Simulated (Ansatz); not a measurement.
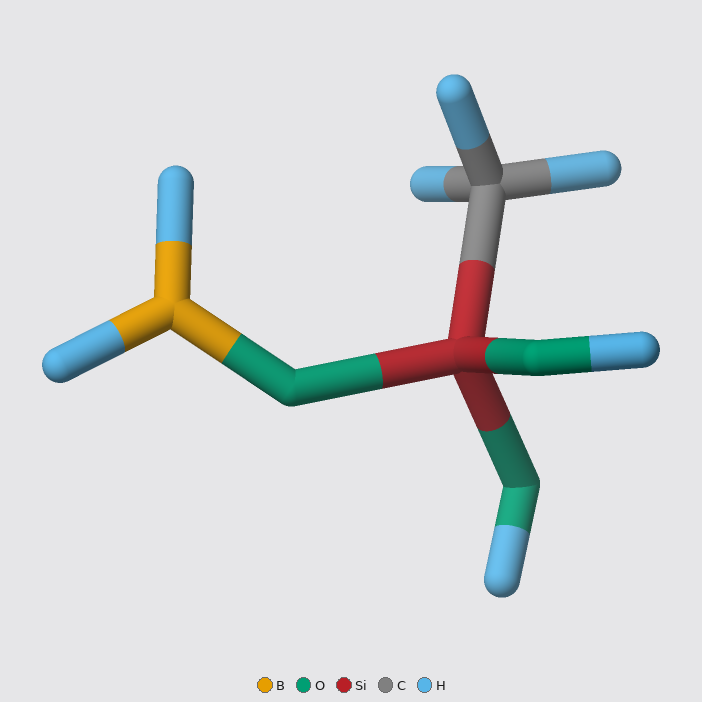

The computed structure is the end point of a PBE-D4/def2-SVP optimisation. No frequency run is at hand to confirm it as a minimum.

Draw it as a skeletal formula.

SMILES: BO[Si](C)(O)O

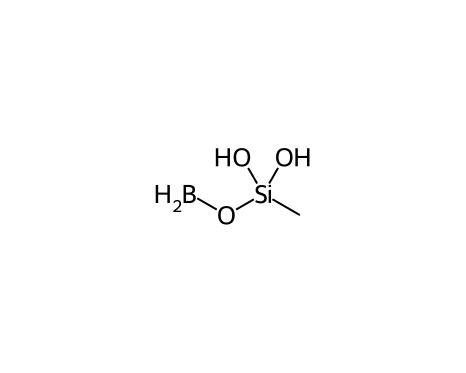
